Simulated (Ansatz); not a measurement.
## Electronic structure of H$_{13}$Si$_{5}$···Cl in real space

Input file:

```
crystal:
  periodic: [false, false, false]
  atoms:
    - {symbol: Si, position_ang: [-0.530103, 1.601716, 1.451969]}
    - {symbol: Cl, position_ang: [-2.507788, 0.006265, 2.047317]}
    - {symbol: H, position_ang: [-1.050400, 0.068068, 0.971066]}
    - {symbol: Si, position_ang: [0.107443, -0.263622, -0.236492]}
    - {symbol: Si, position_ang: [-0.235405, 1.007264, -2.168137]}
    - {symbol: Si, position_ang: [2.330623, -0.390996, 0.481111]}
    - {symbol: Si, position_ang: [-0.989968, -2.337636, -0.323618]}
    - {symbol: H, position_ang: [0.727021, 2.137555, 0.810759]}
    - {symbol: H, position_ang: [-1.591425, 2.525467, 1.015843]}
    - {symbol: H, position_ang: [-0.171718, 1.437514, 2.871162]}
    - {symbol: H, position_ang: [0.286421, 2.383211, -1.975397]}
    - {symbol: H, position_ang: [-1.684847, 1.046386, -2.484792]}
    - {symbol: H, position_ang: [0.498572, 0.348450, -3.280203]}
    - {symbol: H, position_ang: [3.097295, 0.759053, -0.060659]}
    - {symbol: H, position_ang: [2.364314, -0.365480, 1.966607]}
    - {symbol: H, position_ang: [2.923969, -1.663186, -0.008966]}
    - {symbol: H, position_ang: [-2.405926, -2.137818, -0.711895]}
    - {symbol: H, position_ang: [-0.873411, -3.009927, 0.993432]}
    - {symbol: H, position_ang: [-0.294667, -3.152285, -1.359109]}
basis:
  gaussian: {orbitals: def2-TZVPP}
hamiltonian: {xc: pbe0, dispersion: d4}
output: {orbitals: {seedname: orbitals}}
```

Command:

```sh
ansatz run in.yaml --threads 4 --pin off --events-out ev --progress --plain --max-ram 66560MiB --backend cuda --devices 0, --max-vram 37GiB
```

A transition-state structure; geometry: PBE0-D4/def2-TZVP.

Computed with RKS PBE0-D4/def2-TZVPP (Ansatz 0.2.0).

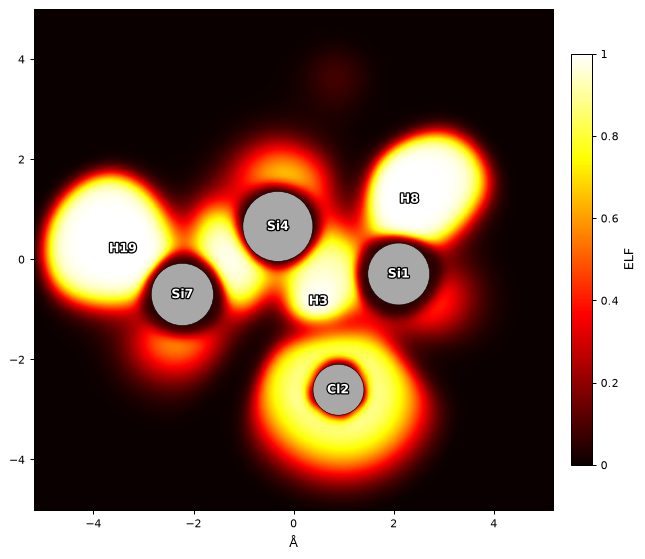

Figure 1. ELF on the plane of atoms Si1, H3 and Si4. Grey discs cover the atomic cores.

**Describe what can be read from this map.**

- The plane passes through Si, Cl and H nuclei.
- Cl2···H3 (1.81 Å): the ELF climbs to about 0.95 towards the hydrogen, as it does in any bond to H.
- Si–Si (2.35 Å): the ELF peaks at about 1 between the atoms; localised, covalent bonding.
- Si–H (1.49 Å): the ELF climbs to about 1 towards the hydrogen.

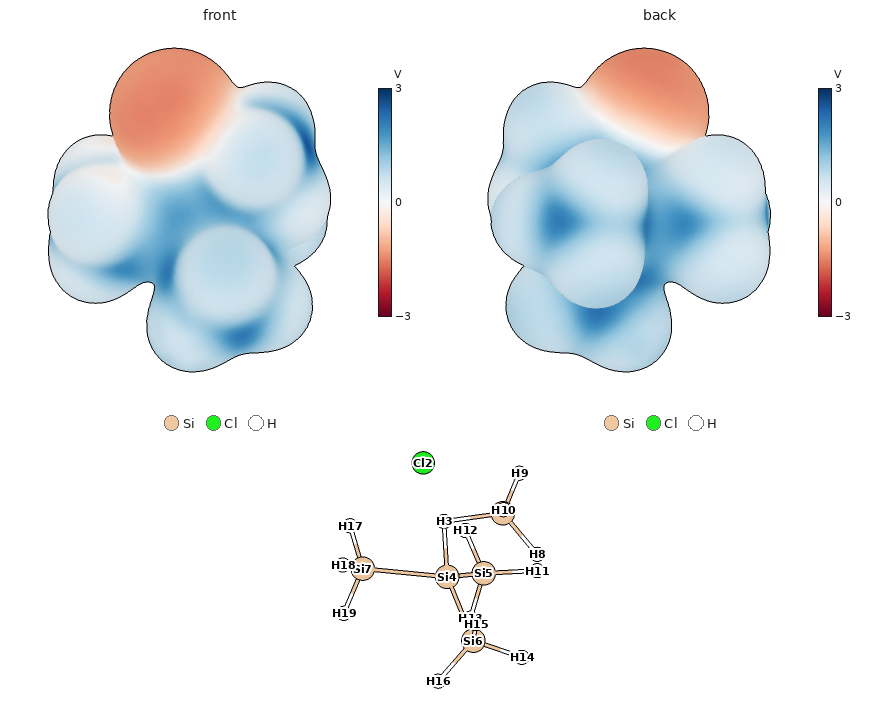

Figure 2. The electrostatic potential painted on the density surface at 0.004 e/bohr³, seen from the front and from behind; the colour scale runs from red (negative) to blue (positive). The bare structure is drawn below in the same view.

**Describe the electrostatic potential map.**

The most negative region (about −1.5 V) lies over Cl2, the most positive (about +2.2 V) over Si1 and Si6.

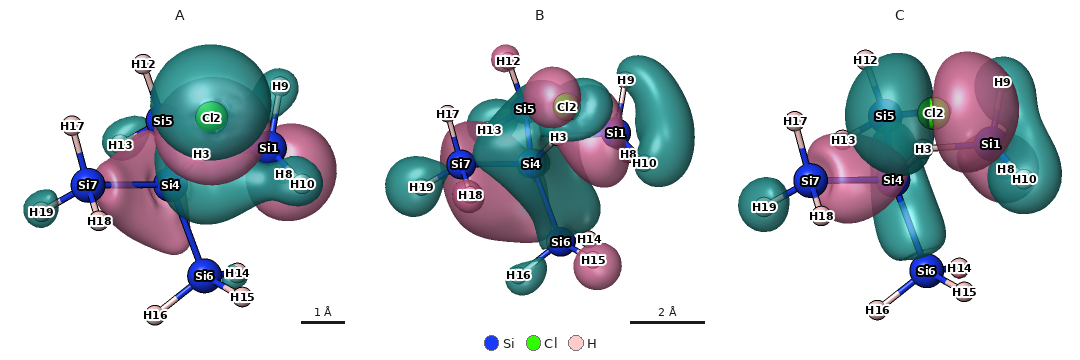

Figure 3. Three frontier orbitals at ±0.06 Å⁻³ᐟ² (teal and pink are the two phases), in no order.

**Which picture is the HOMO−1, the HOMO and the LUMO?**

C is the HOMO−1 (−7.65 eV). It lies mainly on Cl2 (about 70 %) and Si1 (about 5 %); largely a lone pair of Cl2. A is the HOMO (−7.24 eV). It lies mainly on Cl2 (about 55 %), Si4 (about 10 %), Si1 (about 10 %) and H8 (about 5 %). B is the LUMO (−1.67 eV). By Hirshfeld shares it lies mainly on Si4 (about 30 %), Si1 (about 20 %), Si7 (about 10 %), Si6 (about 5 %), Si5 (about 5 %) and Cl2 (about 5 %).

**What is the HOMO–LUMO gap?**

5.57 eV between the orbital energies.
